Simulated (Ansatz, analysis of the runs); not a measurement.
# Transmission past a defect: Ir wire along [110], 4 atoms a period, divacancy of Ir and Ir, part 3 of 4

Wanted: the relaxed defect and the transmission past it, beside the channels of the perfect wire.

Ansatz 0.2.0; DFT PBE, plane waves, PAW; relaxation of a wire's period (the session's first sound run).

So far, conductance of the lead as this run defines it (G₀): step 3 (bands of the perfect wire) 5.18.

## (4) Relaxing the junction (continued)

Level of this step: DFT PBE, plane waves, PAW; relaxation of a junction in a wire, ends held (Ansatz).

Step by step:

| step | energy less that of the first step (eV) | largest force component (eV/Å) |
| --- | --- | --- |
| 1 | 0.0000 | 1.6964 |
| 2 | -0.2700 | 1.8006 |
| 3 | -0.5138 | 0.2584 |
| 4 | -0.5646 | 0.2402 |
| 5 | -0.5808 | 0.2375 |
| 6 | -0.5401 | 0.6281 |
| 7 | -0.5872 | 0.1173 |
| 8 | -0.5816 | 0.1517 |
| 9 | -0.5898 | 0.0180 |

Relaxation steps 6, 8 were tried and not accepted.

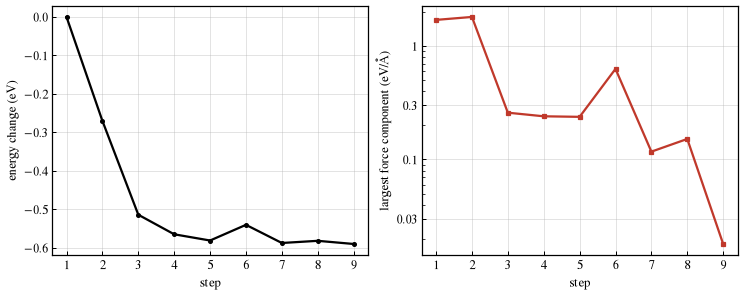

Energy and largest force along the relaxation.

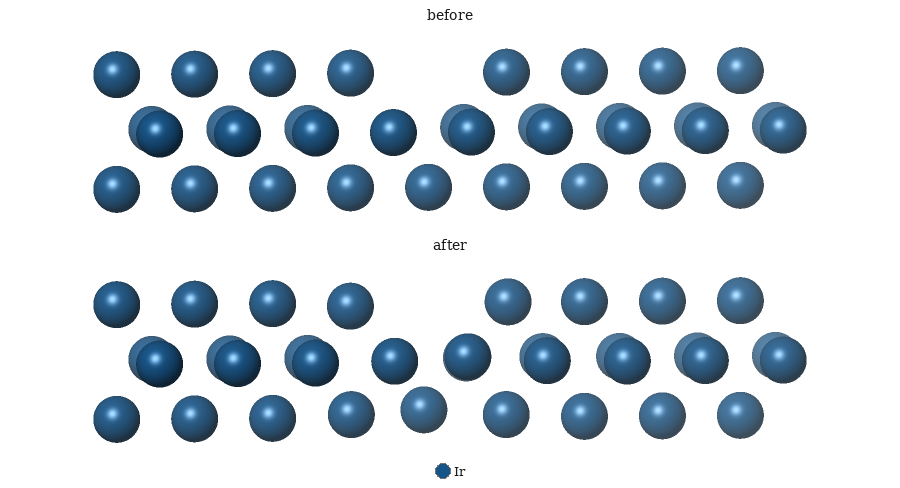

Before and after, at one scale.

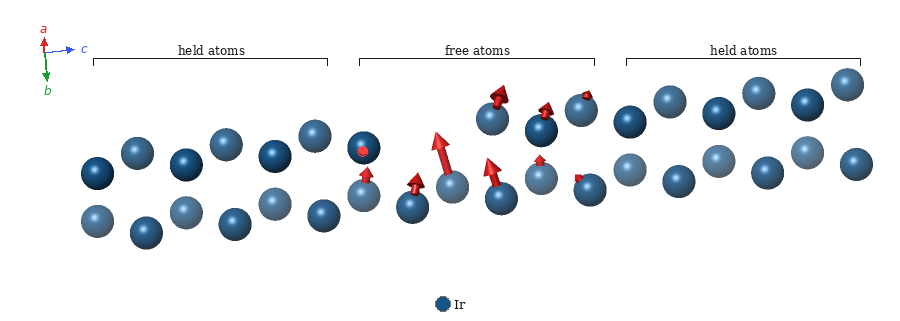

Displacements in the relaxation, exaggerated; the longest in the cell stands for 0.53 Å.

The atoms that moved most (Å):

| atom | dx | dy | dz | length |
| --- | --- | --- | --- | --- |
| Ir16 | 0.218 | -0.474 | -0.105 | 0.533 |
| Ir18 | 0.156 | -0.316 | -0.086 | 0.362 |
| Ir17 | -0.037 | -0.298 | 0.123 | 0.325 |
| Ir15 | 0.027 | -0.267 | 0.069 | 0.277 |
| Ir20 | -0.003 | -0.210 | 0.074 | 0.223 |
| Ir13 | 0.095 | -0.164 | 0.042 | 0.194 |
| Ir19 | 0.067 | -0.112 | 0.002 | 0.130 |
| Ir21 | 0.003 | -0.103 | 0.052 | 0.115 |

Final coordinates:

```cif
data_structure
_symmetry_space_group_name_H-M 'P 1'
_symmetry_Int_Tables_number 1
_cell_length_a 10.6700
_cell_length_b 9.5370
_cell_length_c 23.2296
_cell_angle_alpha 90.000
_cell_angle_beta 90.000
_cell_angle_gamma 90.000
_cell_volume 2363.84
loop_
_atom_site_label
_atom_site_type_symbol
_atom_site_fract_x
_atom_site_fract_y
_atom_site_fract_z
_atom_site_occupancy
Ir1 Ir 0.32275 0.49997 0.00000 1
Ir2 Ir 0.67725 0.49997 0.00000 1
Ir3 Ir 0.50000 0.36950 0.05556 1
Ir4 Ir 0.50000 0.63044 0.05556 1
Ir5 Ir 0.32275 0.49997 0.11111 1
Ir6 Ir 0.67725 0.49997 0.11111 1
Ir7 Ir 0.50000 0.36950 0.16667 1
Ir8 Ir 0.50000 0.63044 0.16667 1
Ir9 Ir 0.32275 0.49997 0.22222 1
Ir10 Ir 0.67725 0.49997 0.22222 1
Ir11 Ir 0.50000 0.36950 0.27778 1
Ir12 Ir 0.50000 0.63044 0.27778 1
Ir13 Ir 0.33164 0.48278 0.33514 1
Ir14 Ir 0.66790 0.49829 0.33315 1
Ir15 Ir 0.50255 0.60246 0.39184 1
Ir16 Ir 0.34320 0.45023 0.43992 1
Ir17 Ir 0.49658 0.33823 0.50529 1
Ir18 Ir 0.51463 0.59735 0.49632 1
Ir19 Ir 0.32904 0.48827 0.55564 1
Ir20 Ir 0.67697 0.47792 0.55873 1
Ir21 Ir 0.50027 0.35871 0.61333 1
Ir22 Ir 0.50249 0.62275 0.60847 1
Ir23 Ir 0.32275 0.49997 0.66667 1
Ir24 Ir 0.67725 0.49997 0.66667 1
Ir25 Ir 0.50000 0.36950 0.72222 1
Ir26 Ir 0.50000 0.63044 0.72222 1
Ir27 Ir 0.32275 0.49997 0.77778 1
Ir28 Ir 0.67725 0.49997 0.77778 1
Ir29 Ir 0.50000 0.36950 0.83333 1
Ir30 Ir 0.50000 0.63044 0.83333 1
Ir31 Ir 0.32275 0.49997 0.88889 1
Ir32 Ir 0.67725 0.49997 0.88889 1
Ir33 Ir 0.50000 0.36950 0.94444 1
Ir34 Ir 0.50000 0.63044 0.94444 1
```

Numbers from this step:

| Quantity | Value |
| --- | --- |
| energy at zero smearing | -405731.2816 eV |

The largest force component on a free atom ends at 0.018 eV/Å, under the limit of 0.06.  1 atom of the wire itself, hydrogen apart, moved by over 0.45 Å, up to 0.53 Å.

## (5) The open system

This step: DFT PBE, plane waves, PAW; transmission of a junction in a wire (Ansatz 0.2.0).

The cell is now read as a scatterer between two semi-infinite leads, named by two sites one period apart. The scattering states in its self-consistent potential are matched to the leads' states at each energy. One point across is taken, as for a wire in vacuum.

Input file input.yaml:

```yaml
crystal:
  lattice:
    - [10.67, 0.0, 0.0]
    - [0.0, 9.537, 0.0]
    - [0.0, 0.0, 23.2296107881]
  atoms:
    - { symbol: Ir, position: [0.322746706, 0.499973956, 0.0] }
    - { symbol: Ir, position: [0.677253294, 0.499973956, 0.0] }
    - { symbol: Ir, position: [0.5, 0.369503339, 0.055555556] }
    - { symbol: Ir, position: [0.5, 0.630444573, 0.055555556] }
    - { symbol: Ir, position: [0.322746706, 0.499973956, 0.111111111] }
    - { symbol: Ir, position: [0.677253294, 0.499973956, 0.111111111] }
    - { symbol: Ir, position: [0.5, 0.369503339, 0.166666667] }
    - { symbol: Ir, position: [0.5, 0.630444573, 0.166666667] }
    - { symbol: Ir, position: [0.322746706, 0.499973956, 0.222222222] }
    - { symbol: Ir, position: [0.677253294, 0.499973956, 0.222222222] }
    - { symbol: Ir, position: [0.5, 0.369503339, 0.277777778] }
    - { symbol: Ir, position: [0.5, 0.630444573, 0.277777778] }
    - { symbol: Ir, position: [0.3316379159, 0.4827849771, 0.3351408046] }
    - { symbol: Ir, position: [0.6679019007, 0.4982884055, 0.333150767] }
    - { symbol: Ir, position: [0.5025508731, 0.602456795, 0.3918431342] }
    - { symbol: Ir, position: [0.3431952103, 0.4502320579, 0.439921844] }
    - { symbol: Ir, position: [0.496575086, 0.3382339096, 0.5052919367] }
    - { symbol: Ir, position: [0.5146329179, 0.597352275, 0.496315148] }
    - { symbol: Ir, position: [0.3290356979, 0.4882650872, 0.5556386644] }
    - { symbol: Ir, position: [0.6769695099, 0.4779238097, 0.558730894] }
    - { symbol: Ir, position: [0.5002707402, 0.3587112404, 0.6133328633] }
    - { symbol: Ir, position: [0.5024867783, 0.6227524183, 0.6084681994] }
    - { symbol: Ir, position: [0.322746706, 0.499973956, 0.666666667] }
    - { symbol: Ir, position: [0.677253294, 0.499973956, 0.666666667] }
    - { symbol: Ir, position: [0.5, 0.369503339, 0.722222222] }
    - { symbol: Ir, position: [0.5, 0.630444573, 0.722222222] }
    - { symbol: Ir, position: [0.322746706, 0.499973956, 0.777777778] }
    - { symbol: Ir, position: [0.677253294, 0.499973956, 0.777777778] }
    - { symbol: Ir, position: [0.5, 0.369503339, 0.833333333] }
    - { symbol: Ir, position: [0.5, 0.630444573, 0.833333333] }
    - { symbol: Ir, position: [0.322746706, 0.499973956, 0.888888889] }
    - { symbol: Ir, position: [0.677253294, 0.499973956, 0.888888889] }
    - { symbol: Ir, position: [0.5, 0.369503339, 0.944444444] }
    - { symbol: Ir, position: [0.5, 0.630444573, 0.944444444] }
kpoints:
  mp_grid: { grid: [1, 1, 4] }
scf:
  occupations: { method: fermi_dirac, width: 0.05 }
hamiltonian:
  xc: pbe
output:
  transmission:
    e_range: [-1.26, 1.26]
    de: 0.035
    kmesh: [1, 1]
    reduced_basis: true
    leads: [[30, 0]]
  dos: { projected: true, e_range: [-4, 3] }
  write_potential: true
  write_density: true
  volumetric_format: npy
  elf: true
basis:
  ecutwfc: "350 eV"
```

The run is started by

```sh
> ansatz run input.yaml --threads 4 --pin off --max-ram 16384MiB --backend cpu --events-out ev --progress --plain --runs-dir out
```

Numbers of over 12 decimals in the logs are rounded to 6 here.

What it wrote:

```text
[...]
Crystal: 34 atoms, lattice volume = 2363.840 Å³
Basis set: ecut = 350 eV, 35179 PW (Γ)
Bands: 347, of which v1, the nominal top of the filled ones, is band 289 counted from 1 (288 counted from 0)
Symmetry: 1 space group operations
[...]
k-points: 3 of 4 (time reversal used)
[...]
SCF iter   1: F=—  HF=-405732.817099 eV  |F-HF|=—  |Δ(HF+E_count)|=         —  Δρ=1.44e-2  dr2=2.46e1  ethr=1.77e-3  ⟨swp⟩=7.7  Hψ=4231  notcnv=0  defer=34
[...]
SCF iter  12: F=-405731.528369 eV  HF=-405731.528369 eV  |F-HF|=3.35e-8  |Δ(HF+E_count)|=   2.79e-8  Δρ=1.03e-6  dr2=5.50e-8  ethr=1.73e-11  ⟨swp⟩=14.7  Hψ=2805  notcnv=0
SCF 1 converged in 12 iterations: F = -405731.528369 eV  dr2 = 5.50e-8
[...]
transmission: 27 of 162 steps passed
transmission: 54 of 162 steps passed
[...]
transmission: 162 of 162 steps passed
WARN: The output density's exchange-correlation potential varies sharply where the density is thin. Do not read a vacuum level from v_tot or v_xc, or from such a field of the output density. On a cell that repeats whose density bears no net charge and no dipole along the vacuum's axis use v_es (v_loc + v_h of the components); under efield.dipole_correction with no amplitude use v_es + v_field, which holds any externa [...]
SCF converged after 12 iterations
Free energy (F): -405731.528369 eV
[...]
Internal energy: -405731.093686 eV  (E = F + TS)
E sigma→0 (E₀):  -405731.311028 eV
Entropy (-TS):   -0.434683 eV (-12.785 meV/atom)
Fermi energy:    1.257234 eV
[...]
--- Band table (eV) ---
  k-point 0: bands = [... 285 lower, 1.0683, 1.1432, 1.2029, 1.2329, 1.2481, 1.3011, 1.3538, 1.4185, ... 54 higher]
  k-point 1: bands = [... 285 lower, 1.0852, 1.1604, 1.2079, 1.2395, 1.2823, 1.3143, 1.3702, 1.4031, ... 54 higher]
  k-point 2: bands = [... 285 lower, 1.1242, 1.1551, 1.2343, 1.2836, 1.2888, 1.3232, 1.3787, 1.3928, ... 54 higher]
--- Transmission ---
  basis      : 745 plane waves across, 27 finite elements along
  points     : 1, standing for a mesh of 1 x 1
[...]
crystal 0  : Ir4, at the sites [30, 0], period 2.5811 Å, over 15.49 Å; its Hamiltonian steps by up to 22.2 meV
[...]
filled         : 23.7 meV over the level at which it is neutral
    channels       : 5.000000e0 a spin
[...]
junction   : crystal 0 to crystal 0, 0.65 to 21.29 Å
    transmission   : 1.970815e0 a spin
    error estimate : 2.206568e-3 a spin from the reduction of the transverse basis, at the most 8.651967e-3 at 0.175000 eV
    conductance    : 1.4292e14 S/m² at 300 K (1.4190e14 on every other energy)
    error estimate : 0.7 % from the energy spacing and 0.2 % from band edges of the leads and from resonances (wavevectors taken as independent; lower de), 0.3 % from the reduction of the transverse basis, 5.5 % from the steps of its leads' Hamiltonians or their offsets (lay more layers), 0.7 % from the distance to neutral
    resistance     : 4.4228e-3 Ω µm² beyond half of each lead's own
```

The job ended after 7.3 min (4 threads of Arm Neoverse V1, shared host; peak memory 6.1 GiB; 24 min of CPU time).

This step gave:

* energy at zero smearing: -405731.3110 eV
* transmission at the energy nearest the Fermi level, one spin: 1.971
* step of the lead's Hamiltonian: 22.2 meV
* conductance of the junction: 1.877 G₀

The transmission, one spin by energy, zero at the Fermi level:

| energy (eV) | transmission, one spin |
| --- | --- |
| -1.190 | 2.45 |
| -1.120 | 2.57 |
| -1.015 | 1.98 |
| -0.805 | 1.33 |
| -0.595 | 0.984 |
| -0.490 | 1.69 |
| -0.385 | 1.75 |
| -0.280 | 2.19 |
| -0.210 | 1.95 |
| 0.000 | 1.97 |
| 0.210 | 2.91 |
| 0.280 | 3.68 |
| 0.385 | 3.37 |
| 0.560 | 4.29 |
| 0.595 | 4.09 |
| 0.805 | 4.19 |
| 1.015 | 3.76 |
| 1.190 | 3.42 |

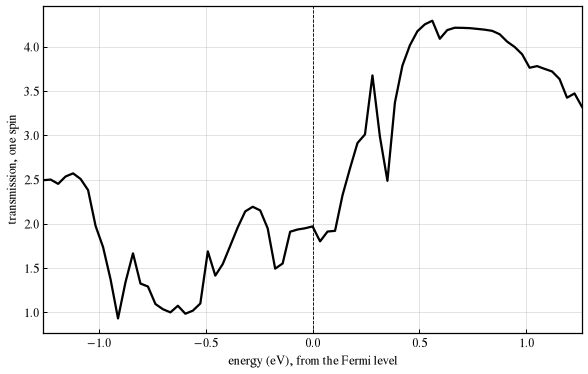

Transmission, one spin against energy.

The open channels of the lead, one spin by energy, zero at the Fermi level:

| energy (eV) | open channels of the lead, one spin |
| --- | --- |
| -1.190 | 6 |
| -1.015 | 6 |
| -0.805 | 4 |
| -0.595 | 3 |
| -0.385 | 5 |
| -0.210 | 5 |
| 0.000 | 5 |
| 0.210 | 8 |
| 0.385 | 9 |
| 0.595 | 8 |
| 0.805 | 8 |
| 1.015 | 6 |
| 1.190 | 5 |

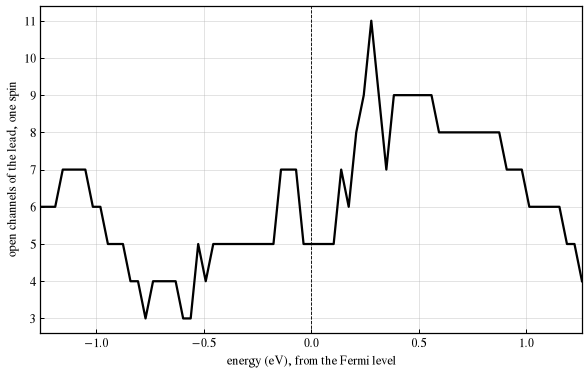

Open channels of the lead, one spin, plotted against energy.

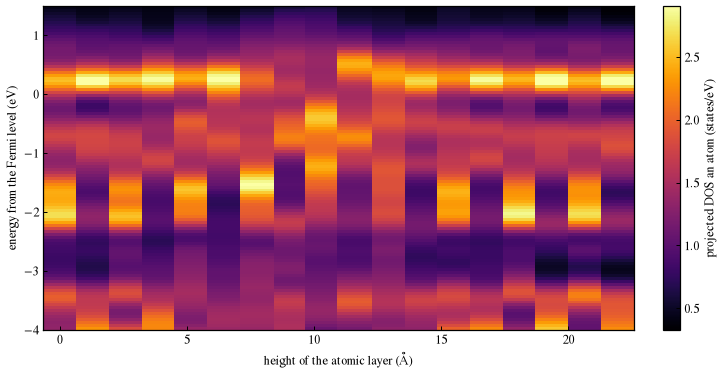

Projected DOS an atom over height of the atomic layer and energy from the Fermi level.  broadened by a Gaussian of 0.15 eV, since few k-points sample the long cell.

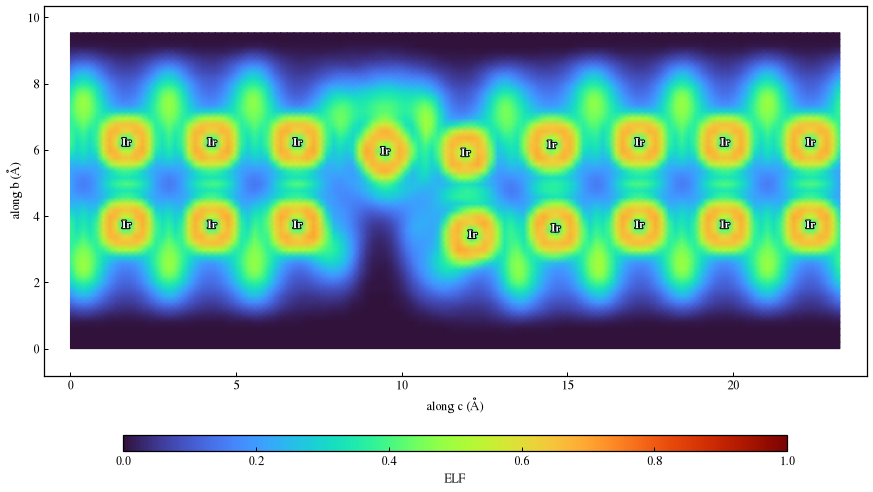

ELF in the cb plane at fractional x = 0.497, with atoms of Ir within 0.2 Å of it. It is the smooth field of the valence electrons, not physical close to the nuclei.

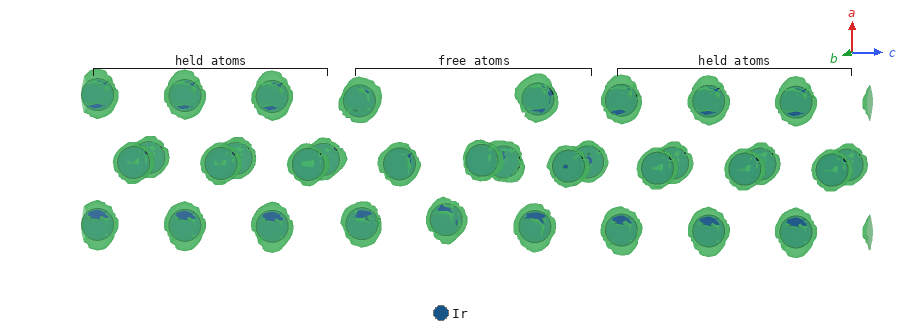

Surface of ELF = 0.64.

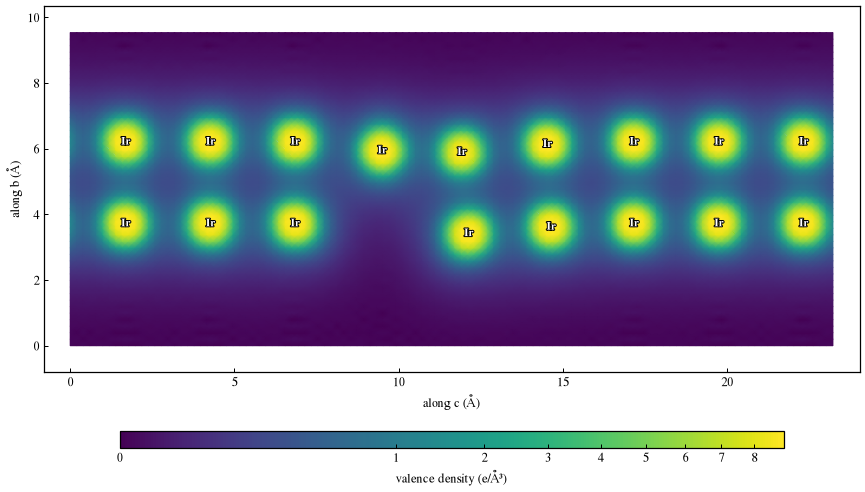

Valence density in the cb plane at fractional x = 0.497, with atoms of Ir within 0.2 Å of it. It is the smooth field of the valence electrons, not physical close to the nuclei. The colour scale is stretched toward low values.

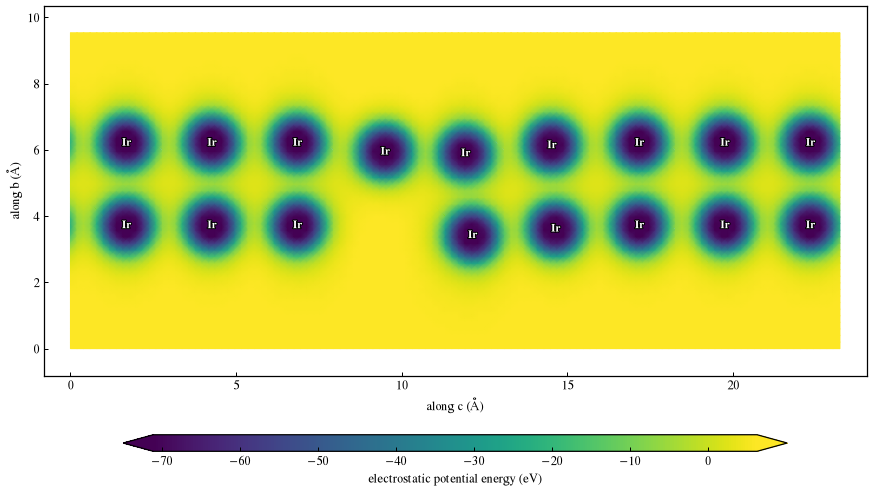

Electrostatic potential energy in the cb plane at fractional x = 0.497, with atoms of Ir within 0.2 Å of it. With pseudopotentials it is smooth inside the atoms' cores, unlike the true potential.

By hand: the program gives 1.4292 × 10^14 S/m² over the cell's cross-section of 101.76 Å² = 1.018 × 10^-18 m², so one cell conducts 1.454 × 10^-4 S. Divided by G0 = 2e²/h = 7.748 × 10^-5 S this is 1.88 G0, a resistance of 6.88 kΩ.

The conductance is 1.88 G₀, with 5 channels a spin open in the lead. The lead's Hamiltonian steps by 22.2 meV, which the program lets pass, though it counts in the error estimate. The largest term of the program's error estimate is 6 %.

## (6) Landauer integrals

This step: Landauer integrals over the computed T(E), interpolated linearly between its energies (analysis of the runs above).

Conductance and thermopower are moments of T(E) over the thermal window; sliding the window along E stands for a gate that leaves T(E) rigid.

Numbers from this step:

```
conductance at 300 K, interpolated from T(E) : 1.918 G₀
thermopower at 300 K                         : -0.1207 μV/K
Lorenz number over L0                        : 1.008
```

T(E) held rigid; rough near sharp steps of T(E). Conductance at 300 K against shift of the leads' level:

| shift of the leads' level (eV) | conductance at 300 K (G₀) |
| --- | --- |
| -0.900 | 1.30 |
| -0.800 | 1.34 |
| -0.700 | 1.08 |
| -0.600 | 1.05 |
| -0.500 | 1.37 |
| -0.350 | 1.92 |
| -0.250 | 2.05 |
| -0.150 | 1.71 |
| -0.050 | 1.91 |
| 0.050 | 1.92 |
| 0.150 | 2.40 |
| 0.250 | 3.09 |
| 0.350 | 3.08 |
| 0.500 | 4.13 |
| 0.600 | 4.19 |
| 0.700 | 4.21 |
| 0.800 | 4.19 |
| 0.900 | 4.07 |

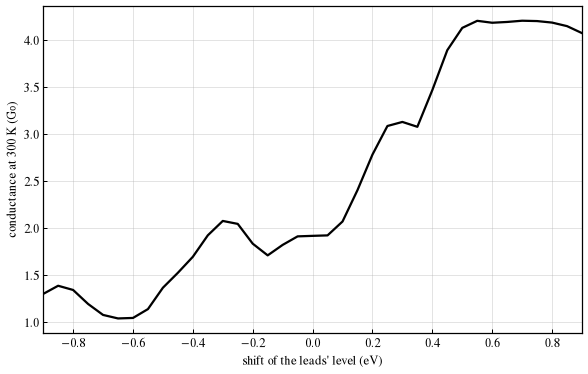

Conductance at 300 K, plotted against shift of the leads' level.

T(E) held rigid; rough near sharp steps of T(E). The thermopower at 300 K by shift of the leads' level:

| shift of the leads' level (eV) | thermopower at 300 K (μV/K) |
| --- | --- |
| -0.900 | 3.69 |
| -0.750 | 16.4 |
| -0.600 | -5.90 |
| -0.500 | -21.8 |
| -0.350 | -14.7 |
| -0.200 | 14.8 |
| -0.050 | -3.47 |
| 0.050 | -5.66 |
| 0.200 | -17.6 |
| 0.350 | -8.32 |
| 0.500 | -5.55 |
| 0.600 | 0.234 |
| 0.750 | 0.358 |
| 0.900 | 3.19 |

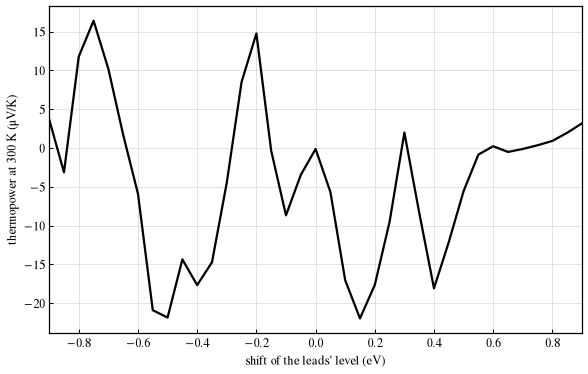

Thermopower at 300 K, plotted against shift of the leads' level.

(Continued in part 4 of 4.)

[Logs are printed without paths, hosts, clocks, repeated set-up lines and the standing remarks that a program may print on its own settings, such as how far it seeks lower states.]

[Hosts, paths, dates, database ids (printed as entryN), source tags and the programs' standing remarks are cut or masked in the printed files.]
